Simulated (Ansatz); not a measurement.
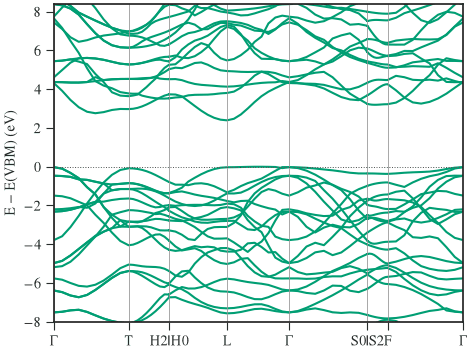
*Band structure from PBEsol in the plane-wave PAW code Ansatz*

The gap is 2.39 eV; an edge lies off the plotted path or next to a special point (maximum off the standard path, minimum at L).

Question: Pick the material that matches.
A) B, α-B12
B) B6P, R-3m (B on 18h, B on 18h, P on 6c)
C) Se, R-3 (Se on 18f)

Answer: B, B6P, R-3m (B on 18h, B on 18h, P on 6c)

The workflow started from a Materials Project entry (that database holds measured and hypothetical structures alike); the Crystallography Open Database copy checked does not list it. Its standing as an ambient phase is unchecked. The cell was relaxed with PBEsol under the symmetry of its start; whether a distortion lowers the energy is not shown.

Potentials: the later of the program's two PAW sets.
